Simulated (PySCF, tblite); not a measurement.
# C₄H₈NOSi₂ radical: geometry, infrared bands and EPR parameters

Wanted: the infrared bands and EPR parameters of C₄H₈NOSi₂ radical (`CC#C[SiH2]N([SiH2])C=O`), by calculation.

The runs use tblite 0.8.0 and PySCF 2.14.0, with density-fitted response routines of our own; the level of theory stands in each step. All values are computed, except where a source is named. Atoms are numbered from 0 throughout.

## Step 1: The molecule as given

16 atoms, charge 0, multiplicity 2; geometry from: force field or distance geometry start.

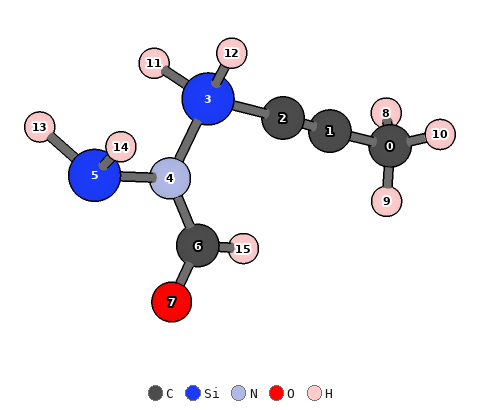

The starting geometry (carbon dark grey, silicon blue, nitrogen light blue, oxygen red, hydrogen pink), atoms numbered.

## Step 2: Optimising the geometry with GFN2-xTB

What the job is given:

```
{"job": {"kind": "relax", "xc": "GFN2-xTB", "basis": "xTB"}, "charge": 0, "multiplicity": 2}
C      3.339600    -1.288200    -0.633200
C      2.140400    -0.540700    -0.150800
C      1.210100     0.056000     0.253300
Si    -0.240900     1.009500     0.818100
N     -1.726200     0.374800     0.070600
Si    -3.323100     1.129900     0.453300
C     -1.663100    -0.722100    -0.868000
O     -2.692300    -1.179100    -1.411400
H      4.152700    -0.576500    -0.921900
H      3.036400    -1.850700    -1.523800
H      3.734600    -1.950000     0.134600
H     -0.086100     2.399400     0.351700
H     -0.316900     0.949100     2.316300
H     -3.259000     2.612700     0.338100
H     -3.598600     0.781400     1.867100
H     -0.715200    -1.196500    -1.105400
```

The run is started by

```console
$ OMP_NUM_THREADS=1 python probes_run.py task.json out
```

This one command runs all jobs of the session in turn.

Log:

```text
step      E/eV     max force
  0    -625.94653    4.814
  1    -625.87786    7.760
  2    -626.28041    1.082
  3    -626.31633    1.226
  4    -626.36628    0.919
  5    -626.42423    0.375
  6    -626.43840    0.327
  7    -626.45628    0.283
  8    -626.46628    0.281
  9    -626.48290    0.317
 10    -626.49204    0.190
 11    -626.49665    0.116
 12    -626.49886    0.121
 13    -626.50088    0.132
 14    -626.50279    0.137
 15    -626.50416    0.079
 16    -626.50511    0.074
 17    -626.50611    0.083
 18    -626.50747    0.134
 19    -626.50907    0.139
 20    -626.51049    0.107
 21    -626.51151    0.083
 22    -626.51227    0.073
 23    -626.51291    0.071
 24    -626.51346    0.055
 25    -626.51398    0.055
 26    -626.51456    0.081
 27    -626.51524    0.091
 28    -626.51587    0.070
 29    -626.51632    0.050
 30    -626.51666    0.046
 31    -626.51701    0.051
 32    -626.51743    0.068
 33    -626.51801    0.085
 34    -626.51882    0.089
 35    -626.51995    0.127
 36    -626.52151    0.155
 37    -626.52347    0.128
 38    -626.52567    0.152
 39    -626.52749    0.140
 40    -626.52936    0.141
 41    -626.53218    0.171
 42    -626.53616    0.230
 43    -626.53767    0.419
 44    -626.54033    0.264
 45    -626.54638    0.151
 46    -626.55010    0.145
 47    -626.55786    0.186
 48    -626.56162    0.166
 49    -626.56749    0.145
 50    -626.57124    0.174
 51    -626.57503    0.183
 52    -626.57832    0.164
 53    -626.58152    0.142
 54    -626.58392    0.141
 55    -626.58626    0.166
 56    -626.58826    0.124
 57    -626.59033    0.100
 58    -626.59184    0.096
 59    -626.59336    0.105
 60    -626.59450    0.088
 61    -626.59556    0.083
 62    -626.59662    0.080
 63    -626.59768    0.065
 64    -626.59824    0.061
 65    -626.59880    0.066
 66    -626.59941    0.070
 67    -626.60017    0.075
 68    -626.60106    0.079
 69    -626.60216    0.072
 70    -626.60336    0.083
 71    -626.60427    0.072
 72    -626.60467    0.041
 73    -626.60482    0.027
 74    -626.60493    0.024
 75    -626.60507    0.040
 76    -626.60525    0.047
 77    -626.60544    0.044
 78    -626.60560    0.032
 79    -626.60572    0.024
 80    -626.60579    0.019
 81    -626.60585    0.024
 82    -626.60592    0.027
 83    -626.60602    0.029
 84    -626.60615    0.033
 85    -626.60623    0.022
 86    -626.60627    0.016
 87    -626.60631    0.016
 88    -626.60635    0.018
 89    -626.60640    0.019
 90    -626.60642    0.010
```

Run time: 0.63 s. Hardware: 1 thread of Arm Neoverse V2, shared host.

Along the way: (not every step is listed) (the energy doesn't fall at every step)

```csv
step,energy from step 0 (eV),largest force (eV/Å)
0,0.0000,4.8142
1,0.0687,7.7605
2,-0.3339,1.0820
3,-0.3698,1.2262
4,-0.4197,0.9190
5,-0.4777,0.3754
6,-0.4919,0.3269
7,-0.5097,0.2834
8,-0.5197,0.2806
15,-0.5576,0.0790
22,-0.5657,0.0727
29,-0.5698,0.0497
36,-0.5750,0.1551
43,-0.5911,0.4190
50,-0.6247,0.1742
57,-0.6438,0.1001
64,-0.6517,0.0606
71,-0.6577,0.0721
78,-0.6591,0.0320
85,-0.6597,0.0218
86,-0.6597,0.0161
87,-0.6598,0.0162
88,-0.6598,0.0185
89,-0.6599,0.0188
90,-0.6599,0.0103
```

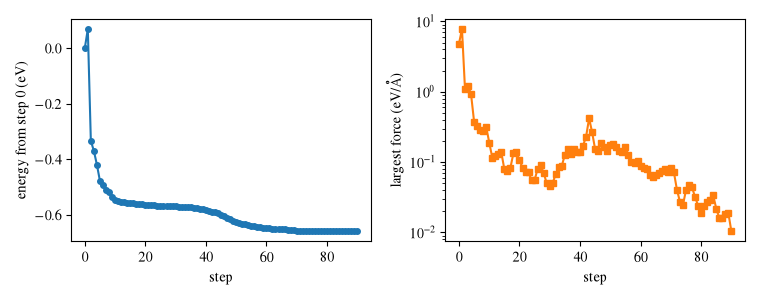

Energy and largest force along the relaxation.

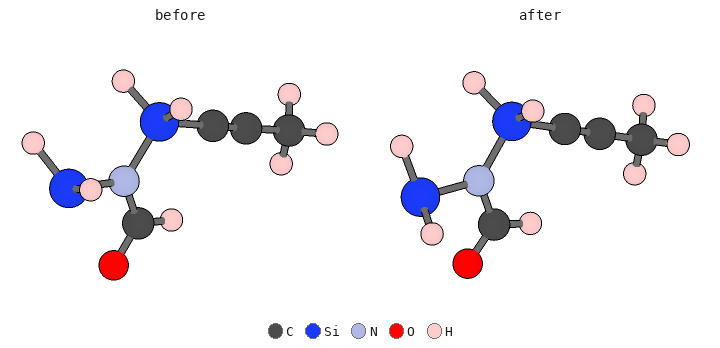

Before and after, at one scale.

Close pairs (by a distance rule), those that changed most:

```csv
bond,before (Å),after (Å),change (Å)
N4–C6,1.445,1.330,-0.115
C0–C1,1.493,1.444,-0.049
Si3–H12,1.501,1.466,-0.035
Si5–H14,1.482,1.452,-0.030
C6–O7,1.250,1.221,-0.030
C1–C2,1.177,1.206,+0.029
C0–H8,1.118,1.090,-0.029
Si3–N4,1.780,1.752,-0.027
```

The next job starts from the end point, and lists it.

## Step 3: Harmonic vibrations with GFN2-xTB

What the job is given:

```
{"job": {"kind": "ir", "xc": "GFN2-xTB", "basis": "xTB"}, "charge": 0, "multiplicity": 2}
C      3.304953    -1.318178    -0.689468
C      2.203174    -0.513620    -0.215896
C      1.281253     0.156733     0.177253
Si    -0.121310     1.176178     0.793326
N     -1.592472     0.503218     0.119770
Si    -3.265810     1.122322     0.198147
C     -1.668297    -0.635733    -0.563556
O     -2.744676    -1.003945    -1.005766
H      4.134456    -0.675576    -0.983817
H      2.992210    -1.910808    -1.549062
H      3.640464    -1.989665     0.100686
H     -0.029109     2.551019     0.299818
H     -0.232380     1.080715     2.251920
H     -3.087661     2.455390     0.777174
H     -4.081158     0.213454     0.983651
H     -0.741234    -1.202560    -0.705592
```

Log:

```text
mode    cm-1     km/mol
  1     -14.2      0.03
  2      18.7      0.06
  3      57.0      1.19
  4     142.3      2.26
  5     144.8      5.04
  6     157.7     14.51
  7     188.5     10.85
  8     233.5      5.91
  9     254.3      4.44
 10     312.9      0.00
 11     323.8      0.56
 12     334.1     12.26
 13     488.5     61.57
 14     499.7     98.64
 15     565.4     48.09
 16     571.3     11.35
 17     592.8     41.95
 18     602.0     98.84
 19     663.3     21.71
 20     721.7    502.54
 21     750.8     42.64
 22     771.1    309.33
 23     926.3      6.32
 24    1001.8    314.07
 25    1014.0      5.78
 26    1015.2      4.06
 27    1114.3     10.31
 28    1301.2     81.63
 29    1367.3     95.45
 30    1382.4      3.45
 31    1445.7      7.63
 32    1446.3      7.47
 33    1663.8    554.11
 34    2228.4    240.65
 35    2230.1    277.84
 36    2253.1    365.53
 37    2324.4    262.78
 38    2345.5    266.74
 39    2888.2     94.69
 40    3004.1     15.26
 41    3004.7     15.58
 42    3011.1     20.34
```

Wall time 0.56 s (1 thread of Arm Neoverse V2, shared host).

The strongest bands and the atoms that carry them (share of the mass-weighted mode):

```csv
cm⁻¹,km/mol,atoms
722,502.5,"H12 40 %, H11 38 %, Si3 14 %"
771,309.3,"H12 37 %, H11 36 %, H14 11 %"
1002,314.1,"N4 68 %, C6 15 %"
1664,554.1,"C6 63 %, O7 33 %"
2230,277.8,"H13 55 %, H12 42 %"
2253,365.5,H11 84 %
2324,262.8,"C1 52 %, C2 46 %"
2346,266.7,H14 96 %
```

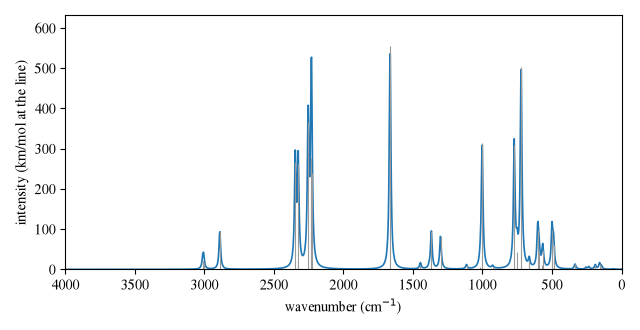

The infrared spectrum from these modes, unscaled. Lines are broadened to a width of 14 cm⁻¹ (Lorentzian).

## Step 4: EPR parameters: B3LYP/pcH-1

The job, as its differences from that of step 3:

```diff
@@ -1,2 +1,2 @@
-{"job": {"kind": "ir", "xc": "GFN2-xTB", "basis": "xTB"}, "charge": 0, "multiplicity": 2}
+{"job": {"kind": "epr", "basis": "pcH-1"}, "charge": 0, "multiplicity": 2}
 C      3.304953    -1.318178    -0.689468
```

Method: UKS B3LYP, pcH-1 on C H N O Si, non-relativistic, mean-field spin-orbit, GIAO.

Log:

```text
UKS, coarse grid
  cycle   1  E = -866.01793523  |g| = 6.74e-01
  cycle   2  E = -865.14009009  |g| = 1.53e+00
  cycle   3  E = -866.15163324  |g| = 3.12e-01
  cycle   4  E = -866.18870550  |g| = 1.16e-01
  cycle   5  E = -866.19266539  |g| = 5.89e-02
  cycle   6  E = -866.19415206  |g| = 2.26e-02
  cycle   7  E = -866.19437907  |g| = 8.24e-03
  cycle   8  E = -866.19441316  |g| = 1.12e-03
  cycle   9  E = -866.19441313  |g| = 5.56e-04
UKS, final grid
  cycle   1  E = -866.19442649  |g| = 7.74e-04
  cycle   2  E = -866.19442581  |g| = 1.51e-03
  cycle   3  E = -866.19442673  |g| = 2.88e-04
  cycle   4  E = -866.19442677  |g| = 3.95e-05
  cycle   5  E = -866.19442677  |g| = 3.03e-05
  cycle   6  E = -866.19442677  |g| = 1.61e-05
E = -866.19442677 Eh   <S^2> = 0.7514 (exact 0.7500)
g shifts (ppm)      1          2          3
  rmc          -147       -147       -147
  gc             76          0         78
  oz_so        -711        606       1603
  total        -781        459       1534
hyperfine (MHz)  atom isotope    a_iso     a_fc   dipolar eigenvalues
    0   13C       0.02       0.02     -0.06     -0.06      0.12
    1   13C       0.80       0.80     -0.26     -0.05      0.31
    2   13C       2.63       2.63     -0.35     -0.10      0.45
    3  29Si      -9.29      -9.29     -0.85      0.29      0.55
    4   14N      -1.21      -1.22     -1.88     -1.38      3.26
    5  29Si    -679.83    -680.94   -161.70     79.81     81.90
    6   13C       2.74       2.75     -3.40     -1.42      4.82
    7   17O     -18.04     -18.06    -16.46      7.46      9.00
    8    1H      -0.03      -0.03     -0.17     -0.17      0.34
    9    1H      -0.09      -0.09     -0.22     -0.21      0.44
   10    1H       0.08       0.08     -0.18     -0.17      0.35
   11    1H       2.64       2.63     -1.26     -1.14      2.40
   12    1H      -0.98      -0.98     -1.36     -0.85      2.21
   13    1H      82.91      82.90     -9.18      0.63      8.55
   14    1H      54.58      54.58     -8.25     -0.12      8.38
   15    1H       2.91       2.91     -2.45     -1.97      4.41
```

Wall time 1.7 min (1 thread of Arm Neoverse V2, shared host); peak memory 1 GiB.

Principal g values 2.00154, 2.00278, 2.00385; g(iso) = 2.00272, against 2.00232 for a free electron.

Hyperfine couplings; where a row names several nuclei, a(iso) is their mean (it holds for fast rotation or exchange) and the dipolar term the largest among them:

```csv
nuclei,isotope,a(iso) (MHz),"a(iso) (G, at g = 2.0023)",largest dipolar term (MHz)
Si5,29Si,-679.8,-242.6,-161.7
"H13, H14",1H,68.7,24.5,-9.2
O7,17O,-18.0,-6.4,-16.5
Si3,29Si,-9.3,-3.3,-0.8
H15,1H,2.9,1.0,4.4
C6,13C,2.7,1.0,4.8
C2,13C,2.6,0.9,0.4
N4,14N,-1.2,-0.4,3.3
"H11, H12",1H,0.8,0.3,2.4
C1,13C,0.8,0.3,0.3
C0,13C,0.0,0.0,0.1
"H8, H9, H10",1H,0.0,0.0,0.4
```

Mulliken spin populations:

C0 0.00; C1 0.00; C2 0.00; Si3 0.00; N4 0.00; Si5 0.89; C6 0.02; O7 0.03; H8 0.00; H9 0.00; H10 0.00; H11 0.00; H12 0.00; H13 0.04; H14 0.01; H15 0.00

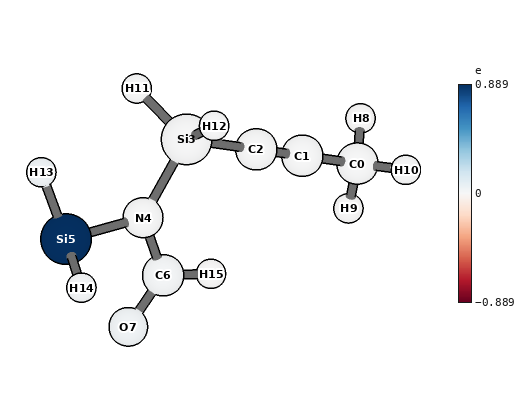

Mulliken spin populations, as colours on the atoms.

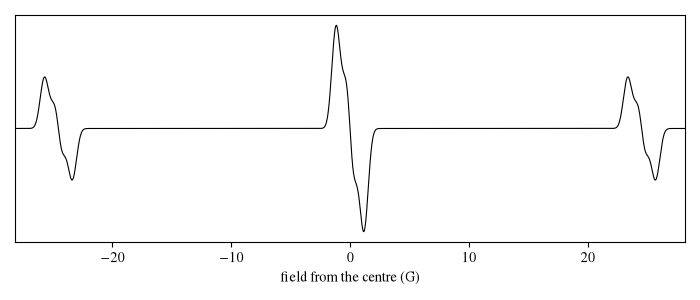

First-order isotropic spectrum (first derivative, main isotopes with spin only, couplings over 0.8 MHz, Gaussian width 0.3 G; couplings of the frozen geometry, rotation of groups not averaged beyond the rows shown).

The fields below are evaluated on a grid from the run's orbitals.

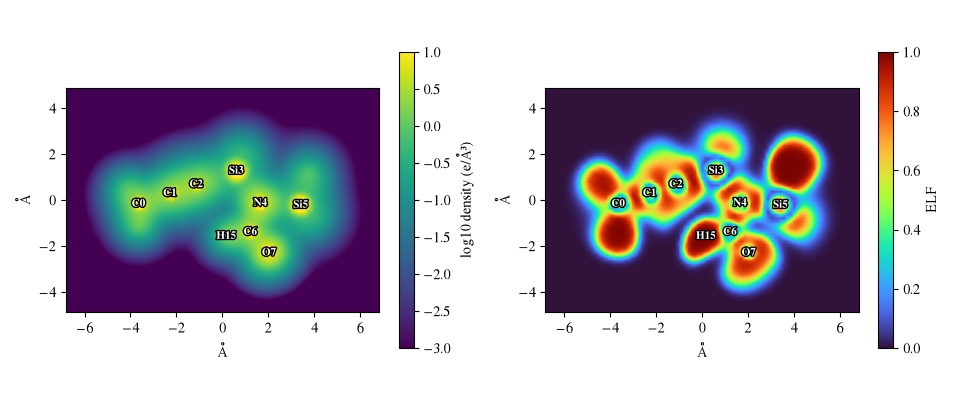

Density (left) and ELF (right) in a plane through or near 9 of the atoms.

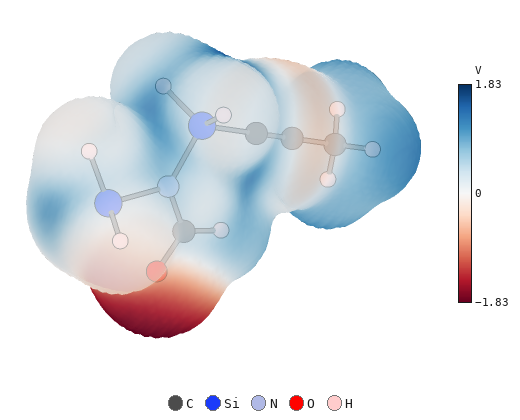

The potential that a unit positive charge feels on the 0.002 e/bohr³ surface, from -1.83 V near O7 to 1.26 V near H11.

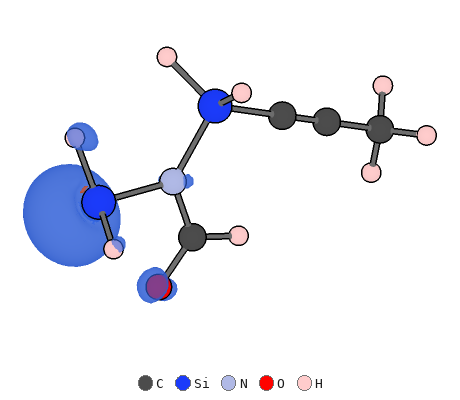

Spin density at ±0.05 e/Å³ (alpha excess blue, beta excess red).

## Step 5: Summary of results

| quantity | value |
| --- | --- |
| strongest single infrared mode (GFN2-xTB) | 1664 cm⁻¹, 554 km/mol |
| zero-point energy (GFN2-xTB) | 64.8 kcal/mol |
| g(iso) (B3LYP) | 2.00272 |
| ⟨S²⟩ | 0.751 (exact 0.75) |
| largest a(iso) (averaged by class) | 29Si on Si5, -679.8 MHz |
| surface potential, least and greatest | -1.83 V and 1.26 V |

**Reading.** Relaxing lowered the energy by 0.660 eV in 90 steps; the close pair that moved most is N4–C6, from 1.445 to 1.330 Å. The lowest mode is slightly imaginary (14i cm⁻¹), a soft motion within the noise of the Hessian, so the minimum is not strictly shown. The strongest single mode, at 1664 cm⁻¹, moves mainly C6 and O7. Unscaled tight-binding wavenumbers are off by several per cent, some by more. Its intensities can rank the bands wrongly. Si5 carries the largest spin population, 0.89 e. The isotropic g lies 0.4 ppt above the free-electron value.
